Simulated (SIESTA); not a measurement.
**Converging the k-point mesh: the (001) slab of CuAgO2 (cut from a parent of space group no. 47; 4 atoms in the cell)**

```
AgCuO2
1.0
    2.80799     0.00000     0.00000
    0.00000     3.34383     0.00000
    0.00000     0.00000    17.92861
Cu Ag O
1 1 2
Direct
  0.50000   0.50000   0.45930
  0.00000   0.00000   0.60956
  0.00000   0.50000   0.39044
  0.00000   0.50000   0.52817
```

Level of theory: SIESTA with LDA PW92, numerical atomic orbitals DZP, PseudoDojo LDA standard norm-conserving potentials (rewritten from UPF to PSML).

Base settings: XC.functional = LDA; XC.authors = PW92; potentials = PseudoDojo LDA standard; PAO.BasisSize = DZP; PAO.EnergyShift = 0.005 Ry; MeshCutoff = 350 Ry; kgrid.MonkhorstPack = 5 5 1; OccupationFunction = FD; ElectronicTemperature = 0.1 eV; MaxSCFIterations = 150.

Only quantities that move along the ladder and can be compared are tabulated.

The starting cell comes from a database of computed structures (which also holds hypothetical and non-ambient phases and stackings), without a prior relaxation at this level. The slab is cut from that crystal, and its faces are unrelaxed. Its lattice was rescaled by up to half a per cent. Spin polarisation is off, so a magnetic state, if there is one, cannot be reached. The two faces of this cut differ, and no dipole correction was used. Values carry the incompleteness of an atom-centred basis. In the base run, forces exceed 1 eV/Å. Without a gap this mesh is coarse (it stands for a supercell whose shortest in-plane vector is 14 Å).

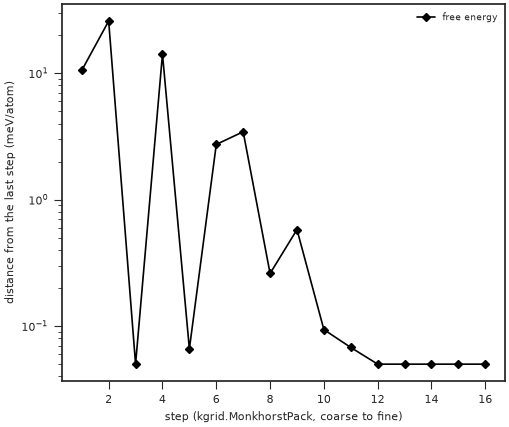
Distance from the last step along the ladder; very small values are drawn at a floor.

```csv
kgrid.MonkhorstPack,free energy less the last step's (meV/atom),largest difference of a force vector from the last step's (eV/Å)
2 2 1,10.52,0.830
3 2 1,25.85,0.138
3 3 1,0.03,0.105
4 3 1,-14.17,0.037
5 4 1,0.07,0.027
5 5 1,2.73,0.022
6 5 1,3.44,0.027
7 6 1,0.26,0.015
9 7 1,0.58,0.004
10 8 1,-0.09,0.002
12 10 1,0.07,0.002
14 12 1,-0.02,0.001
16 13 1,0.00,0.000
19 16 1,-0.01,0.000
22 18 1,0.00,0.000
26 22 1,0.00,0.000
30 25 1,0.00,0.000
```

Coarsest kgrid.MonkhorstPack that holds the free energy within 1 meV/atom of the last step, with all finer ones: 7 6 1; the step before is off by 3.4 meV/atom.

Coarsest kgrid.MonkhorstPack that holds the forces within 0.005 eV/Å of the last step, with all finer ones: 9 7 1; the step before is off by 0.015 eV/Å.
